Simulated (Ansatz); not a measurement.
Al2BH5

```yaml
atoms:
  - { symbol: Al, position_ang: [-1.0834, 1.3143, -0.8294] }
  - { symbol: B, position_ang: [0.5870, 0.4353, 0.0914] }
  - { symbol: Al, position_ang: [0.7814, -1.5385, 0.7822] }
  - { symbol: H, position_ang: [-1.2685, 1.2449, -2.4106] }
  - { symbol: H, position_ang: [-2.2197, 2.0095, 0.0453] }
  - { symbol: H, position_ang: [1.5485, 1.1486, 0.2414] }
  - { symbol: H, position_ang: [1.3028, -2.6901, -0.1880] }
  - { symbol: H, position_ang: [0.3520, -1.9240, 2.2676] }
```

Geometry: PBE0-D4/def2-TZVP.

All numbers below come from Ansatz 0.2.0, RKS PBE0-D4/def2-TZVPP.

**What can the converged electron density and electron localisation function tell about the bonding?**

Al–B (2.10 Å): ρ at the midpoint is about 0.59 e/Å³; the ELF peaks at about 1 between the atoms (a covalent bond).
B–H (1.21 Å): the density is about 1.2 e/Å³ at the midpoint; the ELF climbs to about 1 towards the hydrogen, as it does in any bond to H: a covalent bond by its length.

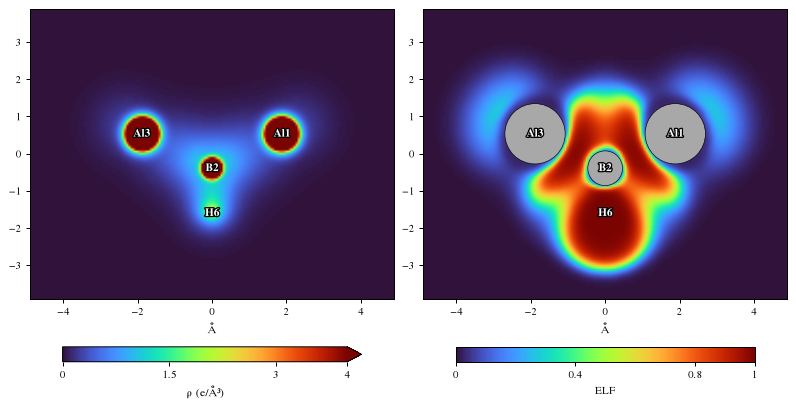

Computed electron density and electron localisation function on the plane of atoms Al3, B2 and H6, in this order. Grey discs cover the atomic cores in the ELF map. 
